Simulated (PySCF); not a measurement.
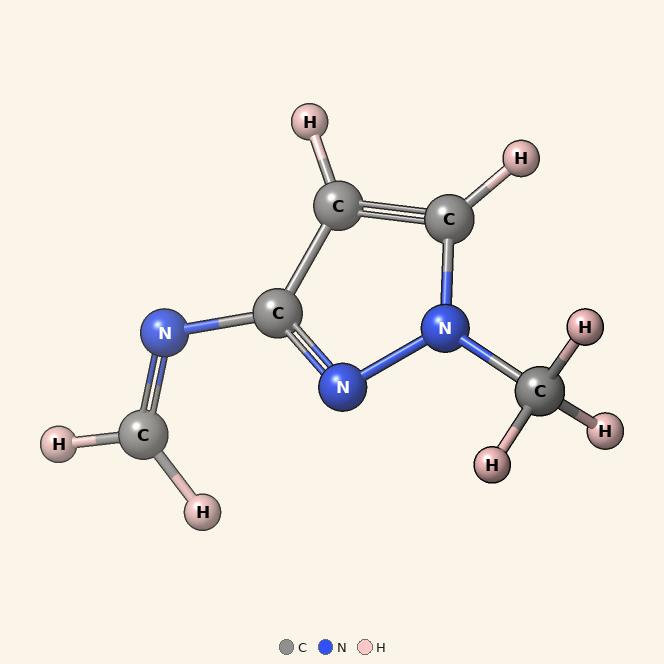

Orthographic view. Atoms fade into the background with distance from the viewer. Geometry: a frame of a GFN2-xTB molecular-dynamics simulation, not a minimum.

Write the InChI string.

InChI=1S/C5H7N3/c1-6-5-3-4-8(2)7-5/h3-4H,1H2,2H3
